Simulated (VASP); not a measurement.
Band structure of GaSb (zinc blende). Level of theory: r2SCAN meta-GGA, VASP's PBE PAW potentials (set 64) (plane waves; VASP 6.6.1).

Unless said otherwise, spin-orbit coupling is left out, though it shifts the bands of the heavy elements here.

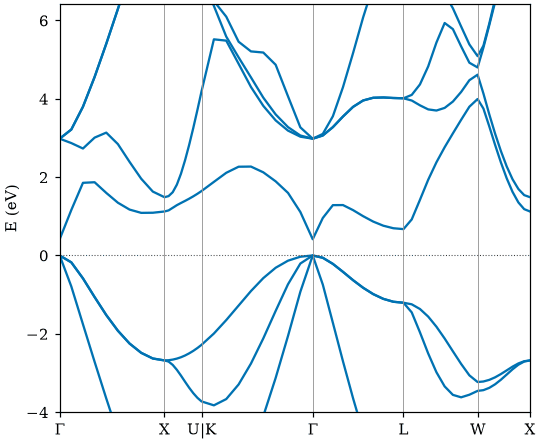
Figure: Bands along high-symmetry lines, zero at the valence-band maximum or, without a gap, the Fermi level

Question: Read the plot: is there a gap, and where are the band edges?

Answer: The gap is direct, 0.41 eV, from the valence maximum at Γ to the conduction minimum at Γ.

The compound is GaSb in the zinc blende structure. It was relaxed first.
